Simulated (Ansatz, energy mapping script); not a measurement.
# LiNiSe2 in the alpha-NaFeO2 structure: J from the energies of magnetic orders, part 2 of 3

How strongly do the moments of LiNiSe2 in the alpha-NaFeO2 structure couple under PBEsol+U (1.2 eV)? The plan is to run several orders and fit a Heisenberg model.

PBEsol with U = 1.2 eV on Ni d, ortho-atomic projectors; plane waves, U on orthogonalised atomic orbitals unless named otherwise, collinear spin, no spin–orbit coupling.

So far. Step 4 (Order 1: parallel, cell A of 8 atoms): The run ends ferromagnetic.

## Step 5: Run 2 (compensated +−; cell A, 8 atoms)

This order reverses 4 of the 6 neighbours at 3.52 Å and 4 of the 6 neighbours at 6.34 Å, counted for an average magnetic atom.

The input, input.yaml:

```yaml
crystal:
  lattice:
    - [-1.759824408, 3.048105288, -8.519e-06]
    - [-5.279473224, -3.048105288, 8.519e-06]
    - [1.759824408, 1.016051877, 6.003814541]
  atoms:
    - { symbol: Li, position: [0.5, 0.5, 0.0] }
    - { symbol: Li, position: [0.0, 0.0, 0.0] }
    - { symbol: Ni, position: [0.5, 0.0, 0.5], spin: 2.0 }
    - { symbol: Ni, position: [0.0, 0.5, 0.5], spin: -2.0 }
    - { symbol: Se, position: [0.5, 0.74180541, 0.72541623] }
    - { symbol: Se, position: [0.0, 0.24180541, 0.72541623] }
    - { symbol: Se, position: [0.5, 0.25819459, 0.27458377] }
    - { symbol: Se, position: [0.0, 0.75819459, 0.27458377] }
magnetization:
  spin_polarized: true
kpoints:
  mp_grid: { grid: [9, 6, 5] }
hamiltonian:
  xc: pbesol
  hubbard:
    sites:
      - { species: Ni, l: d, u_eff: 1.2 }
      - { site: 2, l: d, u_eff: 1.2, starting_ns: [{ spin: up, occupation_matrix: ni2_major }, { spin: down, occupation_matrix: ni2_minor }] }
      - { site: 3, l: d, u_eff: 1.2, starting_ns: [{ spin: up, occupation_matrix: ni2_minor }, { spin: down, occupation_matrix: ni2_major }] }
    projectors: ortho-atomic
    occupation_matrices:
      ni2_major:
        matrix:
          - [0.984, 0.0, 0.0, 0.0, 0.0]
          - [0.0, 0.899, 0.0, 0.0, 0.059]
          - [0.0, 0.0, 0.899, 0.059, 0.0]
          - [0.0, 0.0, 0.059, 0.94, 0.0]
          - [0.0, 0.059, 0.0, 0.0, 0.94]
      ni2_minor:
        matrix:
          - [0.976, 0.0, 0.0, 0.0, 0.0]
          - [0.0, 0.704, 0.0, 0.0, 0.179]
          - [0.0, 0.0, 0.704, 0.179, 0.0]
          - [0.0, 0.0, 0.179, 0.86, 0.0]
          - [0.0, 0.179, 0.0, 0.0, 0.86]
scf:
  occupations: { method: fermi_dirac, width: 0.05 }
output:
  eigenvalues: true
  write_density: true
  write_potential: true
  elf: true
  volumetric_format: npy
```

The run is started by

```sh
> ansatz run input.yaml --threads 4 --pin off --max-ram 8192MiB --backend cpu --events-out ev --progress --plain --runs-dir out
```

Numbers of over 12 decimals in the logs are rounded to 6 here.

The log of the run:

```text
[...]
Crystal: 8 atoms, lattice volume = 128.821 Å³
Basis set: ecut = 420 eV, 2513 PW (Γ)
Bands: 66, of which v1, the nominal top of the filled ones, is band 53 counted from 1 (52 counted from 0)
Symmetry: 2 space group operations
k-points: 136 of 270
[...]
Starting moments: Σ|m| = 4 μB on 2 of 8 sites
[...]
the translation (0.5, 0.5, 0) carries every atom to within crystal.symmetry.tolerance of an atom of its element with the starting moment reversed, but both spin channels are solved: the dense FFT box has an odd point count along it
SCF iter   1: F=—  HF=-33726.973848 eV  |F-HF|=—  |Δ(HF+E_count)|=         —  Δρ=1.68e-1 (↑1.68e-1 ↓1.68e-1)  dr2=7.57e1  dr2_m=1.26e1  M=0.000 μB ∫|m|=0.442 μB  β_m=0.30  ethr=3.10e-3  ⟨swp⟩=5.9  Hψ=62335  notcnv=0  defer=199
[...]
SCF iter  23: F=-33716.029546 eV  HF=-33716.029546 eV  |F-HF|=7.41e-9  |Δ(HF+E_count)|=   1.27e-8  Δρ=2.09e-6 (↑2.09e-6 ↓8.58e-7)  dr2=8.58e-9  dr2_m=6.06e-10  M=-0.000 μB ∫|m|=0.991 μB  ethr=1.99e-11  ⟨swp⟩=1.0  Hψ=45584  notcnv=0
SCF 1 converged in 23 iterations: F = -33716.029546 eV  dr2 = 8.58e-9
[...]
SCF converged after 23 iterations
Magnetization: -0.0003 μB (52.9998 up, 53.0002 down)
Absolute magnetization: 0.9922 μB (∫|ρ↑−ρ↓|, with the PAW one-centre terms)
[...]
Per-site moments (μB) at R_I (Å): [(0.019110, 1.079382), (-0.019123, 1.079382), (0.374434, 1.007116), (-0.374669, 1.007116), (-0.00751513, 1.007116), (0.00750324, 1.007116), (-0.00751513, 1.007116), (0.00750324, 1.007116)]
Free energy (F): -33716.029546 eV
[...]
Internal energy: -33715.988260 eV  (E = F + TS)
E sigma→0 (E₀):  -33716.008903 eV
Entropy (-TS):   -0.041286 eV (-5.161 meV/atom)
Fermi energy:    10.382421 eV
[...]
--- Specified on-site occupations, and those of the state reported ---
  electrons in the specified blocks: 17.5320 specified, 17.5779 found
[...]
--- Band table (eV; the first three rows and the last of 272) ---
  k-point 0 ↑: bands = [... 49 lower, 9.9338, 10.3506, 10.3519, 11.4289, 11.4505, 11.7523, 11.7534, 13.5269, ... 9 higher]
  k-point 1 ↑: bands = [... 49 lower, 9.3587, 10.3013, 10.3026, 10.9320, 11.2648, 11.7227, 11.7381, 13.7866, ... 9 higher]
  k-point 2 ↑: bands = [... 49 lower, 8.7947, 10.2255, 10.2267, 10.3204, 10.9301, 11.7499, 11.7571, 14.1313, ... 9 higher]
  k-point 135 ↓: bands = [... 49 lower, 8.6403, 8.7771, 9.0504, 10.0220, 10.2340, 10.4530, 10.7689, 15.0979, ... 9 higher]
Occupation matrices written to <dir>
```

Run time: 94 s. Hardware: 4 threads of Arm Neoverse V1, shared host; peak memory 1.9 GiB.

Spin moment in the sphere by atom:

```tsv
atom	spin moment in the sphere (μB)
Li1	0.019
Li2	-0.019
Ni3	0.374
Ni4	-0.375
Se5	-0.008
Se6	0.008
Se7	-0.008
Se8	0.008
```

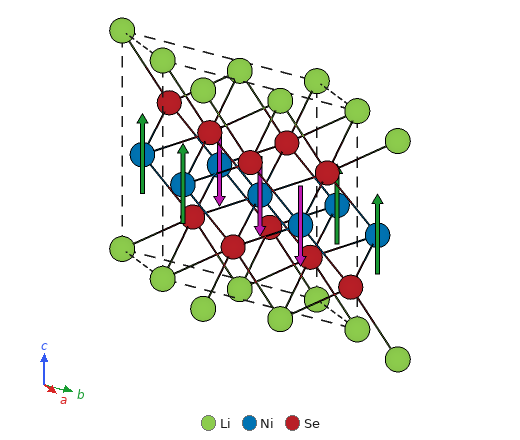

Spin moment in the sphere as arrows, the longest 0.375 μB. Up and down stand for the sign. Arrows give size and sign along the axis of quantisation, drawn up and down the page. The two directions have two colours. 2×1×1 cells are drawn. Some periodic images of atoms are drawn too.

The run ends antiferromagnetic, 16.95 meV a magnetic atom above the parallel order of its cell (energies taken at zero occupation width, not the printed F).

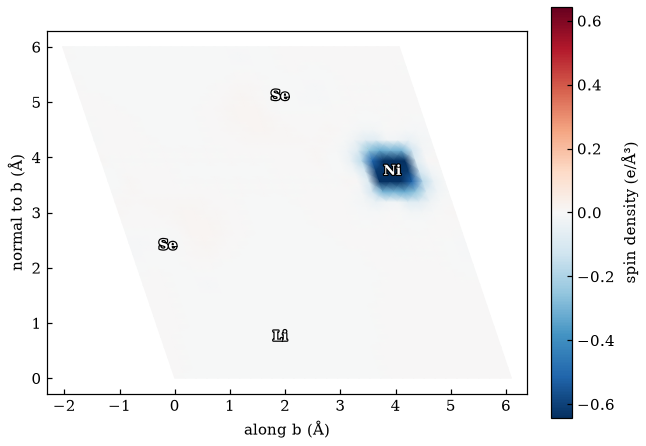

Spin density in the bc plane at fractional x = 0.000, with atoms of Li and Ni and Se within 0.2 Å of it. The map starts off the cell's origin, so that atoms lie inside it.

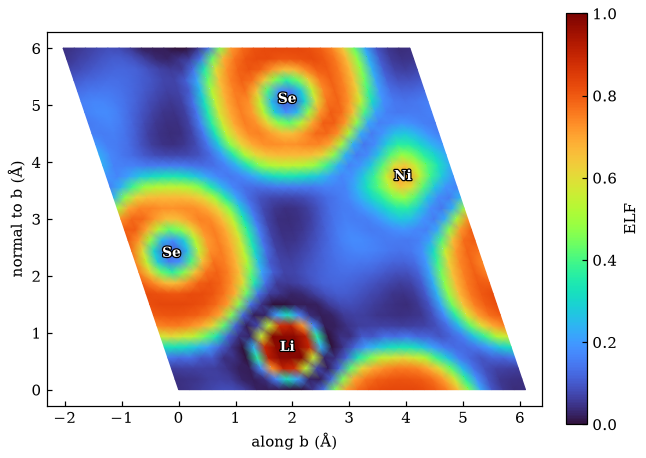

ELF in the bc plane at fractional x = 0.000, with atoms of Li and Ni and Se within 0.2 Å of it. It is the smooth field of the valence electrons, not physical close to the nuclei. The map starts off the cell's origin, so that atoms lie inside it.

## Step 6: Order 3: parallel, cell B of 12 atoms

A new cell needs its own zero of energy.

The input, input.yaml:

```yaml
crystal:
  lattice:
    - [-5.279473224, -3.048105288, 8.519e-06]
    - [-5.279473224, 3.048105288, -8.519e-06]
    - [-1.759824408, -1.016051877, -6.003814541]
  atoms:
    - { symbol: Li, position: [0.666666667, 0.666666667, 0.0] }
    - { symbol: Li, position: [0.333333333, 0.333333333, 0.0] }
    - { symbol: Li, position: [0.0, 0.0, 0.0] }
    - { symbol: Ni, position: [0.166666667, 0.666666667, 0.5], spin: 2.0 }
    - { symbol: Ni, position: [0.833333333, 0.333333333, 0.5], spin: 2.0 }
    - { symbol: Ni, position: [0.5, 0.0, 0.5], spin: 2.0 }
    - { symbol: Se, position: [0.908472077, 0.666666667, 0.27458377] }
    - { symbol: Se, position: [0.575138743, 0.333333333, 0.27458377] }
    - { symbol: Se, position: [0.24180541, 0.0, 0.27458377] }
    - { symbol: Se, position: [0.424861257, 0.666666667, 0.72541623] }
    - { symbol: Se, position: [0.091527923, 0.333333333, 0.72541623] }
    - { symbol: Se, position: [0.75819459, 0.0, 0.72541623] }
magnetization:
  spin_polarized: true
kpoints:
  mp_grid: { grid: [6, 6, 5] }
hamiltonian:
  xc: pbesol
  hubbard:
    sites:
      - { species: Ni, l: d, u_eff: 1.2 }
      - { site: 3, l: d, u_eff: 1.2, starting_ns: [{ spin: up, occupation_matrix: ni2_major }, { spin: down, occupation_matrix: ni2_minor }] }
      - { site: 4, l: d, u_eff: 1.2, starting_ns: [{ spin: up, occupation_matrix: ni2_major }, { spin: down, occupation_matrix: ni2_minor }] }
      - { site: 5, l: d, u_eff: 1.2, starting_ns: [{ spin: up, occupation_matrix: ni2_major }, { spin: down, occupation_matrix: ni2_minor }] }
    projectors: ortho-atomic
    occupation_matrices:
      ni2_major:
        matrix:
          - [0.984, 0.0, 0.0, 0.0, 0.0]
          - [0.0, 0.899, 0.0, 0.0, 0.059]
          - [0.0, 0.0, 0.899, 0.059, 0.0]
          - [0.0, 0.0, 0.059, 0.94, 0.0]
          - [0.0, 0.059, 0.0, 0.0, 0.94]
      ni2_minor:
        matrix:
          - [0.976, 0.0, 0.0, 0.0, 0.0]
          - [0.0, 0.704, 0.0, 0.0, 0.179]
          - [0.0, 0.0, 0.704, 0.179, 0.0]
          - [0.0, 0.0, 0.179, 0.86, 0.0]
          - [0.0, 0.179, 0.0, 0.0, 0.86]
scf:
  occupations: { method: fermi_dirac, width: 0.05 }
output:
  eigenvalues: true
```

The log of the run:

```text
[...]
Crystal: 12 atoms, lattice volume = 193.232 Å³
Basis set: ecut = 420 eV, 3779 PW (Γ)
Bands: 99, of which v1, the nominal top of the filled ones, is band 80 counted from 1 (79 counted from 0)
Symmetry: 6 space group operations
k-points: 92 of 180
[...]
Starting moments: Σ|m| = 6 μB on 3 of 12 sites
[...]
k-point 1 ↑: bands = [... 76 lower, 9.8523, 9.8523, 9.9673, 9.9673, 10.2860, 10.2861, 11.4475, 11.4484, ... 15 higher]
  k-point 2 ↑: bands = [... 76 lower, 9.8024, 9.8024, 10.0181, 10.0181, 10.2107, 10.2108, 11.4908, 11.4918, ... 15 higher]
  k-point 91 ↓: bands = [... 76 lower, 9.3205, 9.5212, 10.7288, 10.7884, 10.8963, 11.1855, 11.6236, 11.7228, ... 15 higher]
Occupation matrices written to <dir>
[key lines of the parts left out:]
SCF converged after 16 iterations
Magnetization: 2.5564 μB (80.7782 up, 78.2218 down)
Free energy (F): -50574.092510 eV
Fermi energy:    10.394146 eV
```

The job ended after 1.7 min (4 threads; peak memory 2.8 GiB).

The run ends ferromagnetic. For each magnetic atom its energy differs from the parallel run of the first cell by -1.61 meV, an error that one common reference would have brought in.

## Step 7: Run 4 (uncompensated ++−; cell B, 12 atoms)

Reversing part of the moments probes the couplings between the two sets.

input.yaml, as its differences from that of step 6:

```diff
@@ -11,3 +11,3 @@
     - { symbol: Ni, position: [0.833333333, 0.333333333, 0.5], spin: 2.0 }
-    - { symbol: Ni, position: [0.5, 0.0, 0.5], spin: 2.0 }
+    - { symbol: Ni, position: [0.5, 0.0, 0.5], spin: -2.0 }
     - { symbol: Se, position: [0.908472077, 0.666666667, 0.27458377] }
@@ -29,3 +29,3 @@
       - { site: 4, l: d, u_eff: 1.2, starting_ns: [{ spin: up, occupation_matrix: ni2_major }, { spin: down, occupation_matrix: ni2_minor }] }
-      - { site: 5, l: d, u_eff: 1.2, starting_ns: [{ spin: up, occupation_matrix: ni2_major }, { spin: down, occupation_matrix: ni2_minor }] }
+      - { site: 5, l: d, u_eff: 1.2, starting_ns: [{ spin: up, occupation_matrix: ni2_minor }, { spin: down, occupation_matrix: ni2_major }] }
     projectors: ortho-atomic
```

The log of the run:

```text
[...]
Occupation matrices written to <dir>
Error: did not converge after 100 iterations: dr2 = 4.42e-4 (threshold 1.00e-7), under the density mixer `msr1`, which `scf.mixing.algorithm: auto` chose by the deck's other keys (type `scf.mixing.algorithm: msr1` to keep it); raise `scf.max_iter`, which need not help a stalled SCF, or adjust the mixing (`scf.mixing`) or, under a smearing, its width (`scf.occupations.width`, in either direction: another width is another result); this SCF holds its density and magnetisation to the symmetry operations that it keeps, and cannot end on a state that breaks one of them: if the state sought breaks one, re-run with `crystal.symmetry.detect: [rest of the remark cut]
```

Run time: 11 min. Hardware: 4 threads; peak memory 2.8 GiB.

No converged result was reached; the numbers in the log don't describe the system.

The program's message: “Error: did not converge after 100 iterations: dr2 = 4.42e-4 (threshold 1.00e-7), under the density mixer `msr1`, which `scf.mixing.algorithm: auto` chose by the deck's other keys (type `scf.mixing.alg …”

## Step 8: Order 5: parallel, cell C of 8 atoms

The parallel order again, as the reference for this cell.

The input, input.yaml:

```yaml
crystal:
  lattice:
    - [-3.519648816, 0.0, 0.0]
    - [0.0, 6.096210576, -1.7038e-05]
    - [1.759824408, -1.016051877, -6.003814541]
  atoms:
    - { symbol: Li, position: [0.0, 0.0, 0.0] }
    - { symbol: Li, position: [0.5, 0.5, 0.0] }
    - { symbol: Ni, position: [0.25, 0.75, 0.5], spin: 2.0 }
    - { symbol: Ni, position: [0.75, 0.25, 0.5], spin: 2.0 }
    - { symbol: Se, position: [0.637291885, 0.879097295, 0.27458377] }
    - { symbol: Se, position: [0.137291885, 0.379097295, 0.27458377] }
    - { symbol: Se, position: [0.862708115, 0.620902705, 0.72541623] }
    - { symbol: Se, position: [0.362708115, 0.120902705, 0.72541623] }
magnetization:
  spin_polarized: true
kpoints:
  mp_grid: { grid: [9, 5, 9] }
hamiltonian:
  xc: pbesol
  hubbard:
    sites:
      - { species: Ni, l: d, u_eff: 1.2 }
      - { site: 2, l: d, u_eff: 1.2, starting_ns: [{ spin: up, occupation_matrix: ni2_major }, { spin: down, occupation_matrix: ni2_minor }] }
      - { site: 3, l: d, u_eff: 1.2, starting_ns: [{ spin: up, occupation_matrix: ni2_major }, { spin: down, occupation_matrix: ni2_minor }] }
    projectors: ortho-atomic
    occupation_matrices:
      ni2_major:
        matrix:
          - [0.984, 0.0, 0.0, 0.0, 0.0]
          - [0.0, 0.899, 0.0, 0.0, 0.059]
          - [0.0, 0.0, 0.899, 0.059, 0.0]
          - [0.0, 0.0, 0.059, 0.94, 0.0]
          - [0.0, 0.059, 0.0, 0.0, 0.94]
      ni2_minor:
        matrix:
          - [0.976, 0.0, 0.0, 0.0, 0.0]
          - [0.0, 0.704, 0.0, 0.0, 0.179]
          - [0.0, 0.0, 0.704, 0.179, 0.0]
          - [0.0, 0.0, 0.179, 0.86, 0.0]
          - [0.0, 0.179, 0.0, 0.0, 0.86]
scf:
  occupations: { method: fermi_dirac, width: 0.05 }
output:
  eigenvalues: true
```

The log of the run:

```text
[...]
Crystal: 8 atoms, lattice volume = 128.821 Å³
Basis set: ecut = 420 eV, 2519 PW (Γ)
Bands: 66, of which v1, the nominal top of the filled ones, is band 53 counted from 1 (52 counted from 0)
Symmetry: 8 space group operations
[...]
k-points: 115 of 405
[...]
Starting moments: Σ|m| = 4 μB on 2 of 8 sites
[...]
k-point 1 ↑: bands = [... 49 lower, 9.6938, 9.9244, 10.3189, 10.3196, 10.6784, 11.4387, 11.4419, 14.0262, ... 9 higher]
  k-point 2 ↑: bands = [... 49 lower, 9.1890, 10.2768, 10.2774, 10.2870, 10.8754, 11.4638, 11.4669, 13.8569, ... 9 higher]
  k-point 114 ↓: bands = [... 49 lower, 8.6326, 8.7004, 8.7597, 10.7634, 11.1894, 11.5114, 11.6858, 14.0085, ... 9 higher]
Occupation matrices written to <dir>
[key lines of the parts left out:]
SCF converged after 16 iterations
Magnetization: 1.6177 μB (53.8088 up, 52.1912 down)
Free energy (F): -33716.057296 eV
Fermi energy:    10.406107 eV
```

It took 57 s on 4 threads; peak memory 1.7 GiB; 3.7 min of CPU time.

The run ends ferromagnetic. For each magnetic atom its energy differs from the parallel run of the first cell by 1.52 meV, an error that one common reference would have brought in.

## Step 9: Run 6 (compensated +−; cell C, 8 atoms)

This order reverses 4 of the 6 neighbours at 3.52 Å and 2 of the 6 neighbours at 6.34 Å, counted for an average magnetic atom.

input.yaml, as its differences from that of step 8:

```diff
@@ -9,3 +9,3 @@
     - { symbol: Ni, position: [0.25, 0.75, 0.5], spin: 2.0 }
-    - { symbol: Ni, position: [0.75, 0.25, 0.5], spin: 2.0 }
+    - { symbol: Ni, position: [0.75, 0.25, 0.5], spin: -2.0 }
     - { symbol: Se, position: [0.637291885, 0.879097295, 0.27458377] }
@@ -24,3 +24,3 @@
       - { site: 2, l: d, u_eff: 1.2, starting_ns: [{ spin: up, occupation_matrix: ni2_major }, { spin: down, occupation_matrix: ni2_minor }] }
-      - { site: 3, l: d, u_eff: 1.2, starting_ns: [{ spin: up, occupation_matrix: ni2_major }, { spin: down, occupation_matrix: ni2_minor }] }
+      - { site: 3, l: d, u_eff: 1.2, starting_ns: [{ spin: up, occupation_matrix: ni2_minor }, { spin: down, occupation_matrix: ni2_major }] }
     projectors: ortho-atomic
```

The log of the run:

```text
[...]
Crystal: 8 atoms, lattice volume = 128.821 Å³
Basis set: ecut = 420 eV, 2519 PW (Γ)
Bands: 66, of which v1, the nominal top of the filled ones, is band 53 counted from 1 (52 counted from 0)
Symmetry: 4 space group operations
[...]
k-points: 115 of 405
[...]
Starting moments: Σ|m| = 4 μB on 2 of 8 sites
[...]
k-point 1 ↑: bands = [... 49 lower, 9.7284, 10.3286, 10.3317, 10.3424, 10.9353, 11.7006, 11.7058, 14.1180, ... 9 higher]
  k-point 2 ↑: bands = [... 49 lower, 9.2616, 10.2899, 10.2942, 10.6390, 11.1156, 11.7262, 11.7344, 13.9456, ... 9 higher]
  k-point 114 ↓: bands = [... 49 lower, 8.5108, 8.6084, 8.7127, 10.4043, 10.8420, 11.3213, 11.4683, 13.9372, ... 9 higher]
Occupation matrices written to <dir>
[key lines of the parts left out:]
SCF converged after 19 iterations
Magnetization: 0.0030 μB (53.0015 up, 52.9985 down)
Free energy (F): -33716.034028 eV
Fermi energy:    10.366886 eV
```

It took 70 s on 4 threads; peak memory 1.7 GiB; 4.6 min of CPU time.

The run ends antiferromagnetic, 12.89 meV a magnetic atom above the parallel order of its cell (energies taken at zero occupation width, not the printed F).

## Step 10: Run 7 (parallel; cell D, 8 atoms)

The parallel order again, as the reference for this cell.

This run holds the same structure in another cell (b 6.096 → 3.520 Å, c 6.338 → 12.178 Å, α 99.2 → 81.7°, β 106.1 → 81.7°, γ 90.0 → 60.0°).

The input, input.yaml:

```yaml
crystal:
  lattice:
    - [1.759824408, -3.048105288, 8.519e-06]
    - [3.519648816, 0.0, 0.0]
    - [1.759824408, -1.016001534, 12.007637601]
  atoms:
    - { symbol: Li, position: [0.0, 0.0, 0.0] }
    - { symbol: Li, position: [0.5, 0.5, 0.5] }
    - { symbol: Ni, position: [0.75, 0.75, 0.75], spin: 2.0 }
    - { symbol: Ni, position: [0.25, 0.25, 0.25], spin: 2.0 }
    - { symbol: Se, position: [0.879097295, 0.879097295, 0.362708115] }
    - { symbol: Se, position: [0.379097295, 0.379097295, 0.862708115] }
    - { symbol: Se, position: [0.620902705, 0.620902705, 0.137291885] }
    - { symbol: Se, position: [0.120902705, 0.120902705, 0.637291885] }
magnetization:
  spin_polarized: true
kpoints:
  mp_grid: { grid: [10, 10, 10] }
hamiltonian:
  xc: pbesol
  hubbard:
    sites:
      - { species: Ni, l: d, u_eff: 1.2 }
      - { site: 2, l: d, u_eff: 1.2, starting_ns: [{ spin: up, occupation_matrix: ni2_major }, { spin: down, occupation_matrix: ni2_minor }] }
      - { site: 3, l: d, u_eff: 1.2, starting_ns: [{ spin: up, occupation_matrix: ni2_major }, { spin: down, occupation_matrix: ni2_minor }] }
    projectors: ortho-atomic
    occupation_matrices:
      ni2_major:
        matrix:
          - [0.984, 0.0, 0.0, 0.0, 0.0]
          - [0.0, 0.899, 0.0, 0.0, 0.059]
          - [0.0, 0.0, 0.899, 0.059, 0.0]
          - [0.0, 0.0, 0.059, 0.94, 0.0]
          - [0.0, 0.059, 0.0, 0.0, 0.94]
      ni2_minor:
        matrix:
          - [0.976, 0.0, 0.0, 0.0, 0.0]
          - [0.0, 0.704, 0.0, 0.0, 0.179]
          - [0.0, 0.0, 0.704, 0.179, 0.0]
          - [0.0, 0.0, 0.179, 0.86, 0.0]
          - [0.0, 0.179, 0.0, 0.0, 0.86]
scf:
  occupations: { method: fermi_dirac, width: 0.05 }
output:
  eigenvalues: true
```

The log of the run:

```text
[...]
Crystal: 8 atoms, lattice volume = 128.821 Å³
Basis set: ecut = 420 eV, 2495 PW (Γ)
Bands: 66, of which v1, the nominal top of the filled ones, is band 53 counted from 1 (52 counted from 0)
Symmetry: 8 space group operations
k-points: 282 of 1000
[...]
Starting moments: Σ|m| = 4 μB on 2 of 8 sites
[...]
k-point 1 ↑: bands = [... 49 lower, 10.2021, 10.3329, 10.3329, 11.4373, 11.4373, 11.5131, 11.5131, 14.9234, ... 9 higher]
  k-point 2 ↑: bands = [... 49 lower, 10.2112, 10.3224, 10.3224, 11.4436, 11.4436, 11.5081, 11.5081, 14.9060, ... 9 higher]
  k-point 281 ↓: bands = [... 49 lower, 8.5131, 8.6225, 8.6455, 10.6131, 11.1483, 11.7691, 11.7792, 13.5974, ... 9 higher]
Occupation matrices written to <dir>
[key lines of the parts left out:]
SCF converged after 17 iterations
Magnetization: 1.5761 μB (53.7881 up, 52.2119 down)
Free energy (F): -33716.064715 eV
Fermi energy:    10.408262 eV
```

Elapsed: 1.9 min, on 4 threads; peak memory 3.5 GiB; 7.6 min of CPU time.

The run ends ferromagnetic. For each magnetic atom its energy differs from the parallel run of the first cell by -2.97 meV, an error that one common reference would have brought in.

[end of part 2 of 3]

[Logs and program files are shortened in this print: banners, set-up blocks, solver, clock and traceback lines can be left out without a mark of their own.]

[Logs are printed without paths, hosts, clocks, repeated set-up lines and the standing remarks that a program may print on its own settings, such as how far it seeks lower states.]

[Hosts, paths, dates, database ids (printed as entryN), source tags and the programs' standing remarks are cut or masked in the printed files.]

[Where a cell is said to come from a database of computed structures, the database is the Materials Project.]
